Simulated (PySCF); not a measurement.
# C2H8FNSi2: NMR shielding calculation

- system: C2H8FNSi2
- method: GIAO HSE06/6-31++G** NMR shielding, non-relativistic, gas phase (PySCF 2.14.0)

Some settings of this run were made unusual or wrong on purpose. The geometry comes from this level: GFN2-xTB.

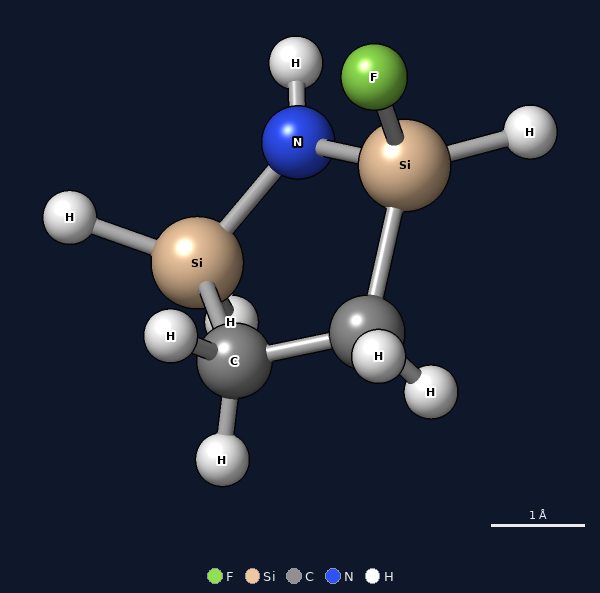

Figure 1. The structure as given in the input (ball-and-stick view, seen at a tilt). Bond lengths as drawn: C–C 1.54 Å, C–H 1.09 Å, C–Si 1.89 to 1.90 Å, F–Si 1.62 Å, H–N 1.00 Å, H–Si 1.45 to 1.47 Å and N–Si 1.72 to 1.74 Å.

## The input
```
{"job": {"kind": "nmr", "xc": "HSE06", "basis": "6-31++G**", "pop": true, "scf": {"damp": 2.0, "max_cycle": 80}, "grid": 0}, "charge": 0, "multiplicity": 1}
F      0.106134     2.081609     1.758927
Si     0.075184     1.559324     0.226437
C      1.343238     0.184848    -0.073318
C      0.670095    -1.179677     0.145659
Si    -1.158905    -1.065086    -0.366921
N     -1.347418     0.635225    -0.062403
H      0.159349     2.781357    -0.552807
H      1.695677     0.245644    -1.103692
H      2.226071     0.282564     0.559387
H      1.217733    -1.962742    -0.379153
H      0.718187    -1.429871     1.206767
H     -1.384674    -1.362015    -1.787833
H     -2.067054    -1.838278     0.483021
H     -2.254294     1.066624    -0.076238
```

The first line tells a small driver script what to run in PySCF; the rest is the geometry in Å.

Machine: 1 CPU thread, shared host.

Run as:
```bash
OMP_NUM_THREADS=1 python <driver script> task.json out
```

## Log
```
damping 2.00 in the first 6 cycles
final grid: 12528 points
cycle   1  E = -814.2134657519  dE =  5.306e-01  |g| = 6.961e-01  |ddm| = 4.024e+00
cycle   2  E = -813.2329683262  dE =  9.805e-01  |g| = 2.270e+00  |ddm| = 1.524e+00
cycle   3  E = -799.7495639213  dE =  1.348e+01  |g| = 7.039e+00  |ddm| = 6.815e+00
cycle   4  E = -767.9301831173  dE =  3.182e+01  |g| = 1.034e+01  |ddm| = 2.200e+01
cycle   5  E = -485.6509663421  dE =  2.823e+02  |g| = 1.214e+01  |ddm| = 2.472e+01
cycle   6  E = -656.9305766482  dE = -1.713e+02  |g| = 9.191e+00  |ddm| = 2.275e+02
cycle   7  E = -507.2014544382  dE =  1.497e+02  |g| = 1.848e+01  |ddm| = 2.370e+02
cycle   8  E = -776.1361564019  dE = -2.689e+02  |g| = 8.610e+00  |ddm| = 9.096e+01
cycle   9  E = -800.7118105954  dE = -2.458e+01  |g| = 5.428e+00  |ddm| = 3.134e+01
cycle  10  E = -805.2298930460  dE = -4.518e+00  |g| = 4.260e+00  |ddm| = 5.486e+01
cycle  11  E = -813.2164194547  dE = -7.987e+00  |g| = 2.058e+00  |ddm| = 5.622e+01
cycle  12  E = -814.1082951191  dE = -8.919e-01  |g| = 8.500e-01  |ddm| = 5.076e+00
cycle  13  E = -814.2856815481  dE = -1.774e-01  |g| = 2.757e-01  |ddm| = 3.113e+00
cycle  14  E = -814.3095186302  dE = -2.384e-02  |g| = 1.751e-01  |ddm| = 1.503e+00
cycle  15  E = -814.3143092667  dE = -4.791e-03  |g| = 7.897e-02  |ddm| = 2.575e-01
cycle  16  E = -814.3156073067  dE = -1.298e-03  |g| = 1.801e-02  |ddm| = 1.422e-01
cycle  17  E = -814.3156805830  dE = -7.328e-05  |g| = 5.322e-03  |ddm| = 5.387e-02
cycle  18  E = -814.3156883200  dE = -7.737e-06  |g| = 7.264e-04  |ddm| = 1.591e-02
cycle  19  E = -814.3156884663  dE = -1.463e-07  |g| = 1.145e-04  |ddm| = 2.528e-03
cycle  20  E = -814.3156884693  dE = -2.984e-09  |g| = 4.252e-05  |ddm| = 3.244e-04
cycle  21  E = -814.3156884697  dE = -4.609e-10  |g| = 1.026e-05  |ddm| = 8.830e-05
converged SCF energy = -814.3156884697

GIAO shielding tensors (ppm)
atom      isotropic    diamagn.    paramagn.     s11        s22        s33       span
  0 F      336.143     460.479    -124.336    285.462    346.143    376.824     91.362
  1 Si     396.209     876.603    -480.394    378.459    390.379    419.788     41.329
  2 C      187.403     252.815     -65.412    182.483    186.735    192.990     10.507
  3 C      191.136     250.897     -59.761    179.733    190.667    203.006     23.273
  4 Si     418.188     874.473    -456.284    382.367    410.104    462.093     79.726
  5 N      233.188     347.965    -114.777    190.118    247.655    261.793     71.675
  6 H       26.469      27.733      -1.264     22.624     24.165     32.618      9.994
  7 H       31.068      32.007      -0.939     25.927     28.818     38.457     12.530
  8 H       30.444      30.956      -0.511     25.297     28.156     37.880     12.583
  9 H       30.585      30.779      -0.194     25.010     28.111     38.634     13.624
 10 H       30.515      31.926      -1.411     25.487     28.028     38.029     12.541
 11 H       26.864      28.372      -1.508     23.148     24.314     33.130      9.982
 12 H       26.712      27.513      -0.800     23.436     24.172     32.528      9.092
 13 H       30.681      31.815      -1.135     23.078     26.639     42.326     19.248
```

## What the run reported

```csv
quantity,value
outcome,converged
total energy,−814.315688 hartree
HOMO,−7.22 eV
LUMO,−0.39 eV
dipole moment,1.75 D
"isotropic shielding, F",336.1 ppm
"isotropic shielding, Si",396.2 to 418.2 ppm
"isotropic shielding, C",187.4 to 191.1 ppm
"isotropic shielding, N",233.2 ppm
"isotropic shielding, H",26.5 to 31.1 ppm
wall time,36 s
peak memory,0.76 GiB
```

Some settings of this run were drawn to be unusual or wrong; see grid = 0. It converged; results that depend on the unusual settings are not reference values.
